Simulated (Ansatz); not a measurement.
System: BrClF$_{2}$Hf···NH$_{3}$.

The calculation's input:

```
crystal:
  periodic: [false, false, false]
  atoms:
    - { symbol: Hf, position_ang: [0.0, 0.0, 0.0] }
    - { symbol: "N", position_ang: [0.0, 0.0, 2.56] }
    - { symbol: H, position_ang: [-0.877, -0.2713, 3.09] }
    - { symbol: H, position_ang: [0.877, 0.2713, 3.09] }
    - { symbol: F, position_ang: [1.8671, 0.0, -0.6593] }
    - { symbol: Cl, position_ang: [-1.1869, 2.0563, -0.8392] }
    - { symbol: F, position_ang: [-0.9326, -1.6157, -0.6593] }
    - { symbol: Br, position_ang: [1.1246, 2.6154, 0.946] }
    - { symbol: H, position_ang: [0.549, 1.2767, 2.2892] }
basis:
  gaussian: { orbitals: def2-SVP }
hamiltonian:
  xc: pbe
  dispersion: d4
relax:
  f_tol: 0.15
  max_steps: 25
  restrain:
    - { distance: [0, 7], at: 2.7, k: 30.0 }
    - { distance: [8, 1], at: 1.06, k: 30.0 }
    - { distance: [0, 1], at: 3.41, k: 30.0 }
    - { distance: [8, 7], at: 2.75, k: 30.0 }
output:
  orbitals: {}
```

Launched as:

```sh
ansatz run input.yaml --threads 4 --pin off --max-ram 5120MiB --backend cpu --events-out ev --progress --plain --runs-dir out
```

The fields are those of the run's last geometry, not of the input's.

Core potentials replace the inner electrons of Hf; not at a stationary point (largest force 1.3 eV/Å).

Computed with RKS PBE-D4/def2-SVP in Ansatz.

What can the converged electron density and electron localisation function tell about the bonding?

Hf1···N2 (3.39 Å): the density falls to about 0.06 e/Å³ on the way; the ELF dips to about 0.05 between them.
Hf–F (1.90 Å): the density is about 0.91 e/Å³ at the midpoint; the ELF peaks at about 0.85 in the valence shell of F, 0.5 Å from its nucleus, and drops to about 0.20 between the two atoms.
Hf–Cl (2.34 Å): ρ at the midpoint is about 0.59 e/Å³; the ELF peaks at about 0.85 in the valence shell of Cl, 0.8 Å from its nucleus, and is about 0.35 at the midpoint.

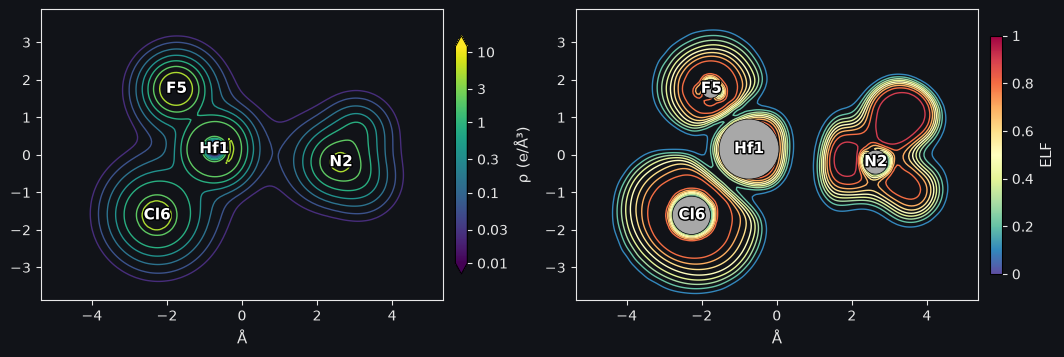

Computed electron density and electron localisation function on the plane of atoms F5, Hf1 and Cl6, in this order. Grey discs cover the atomic cores in the ELF map. 
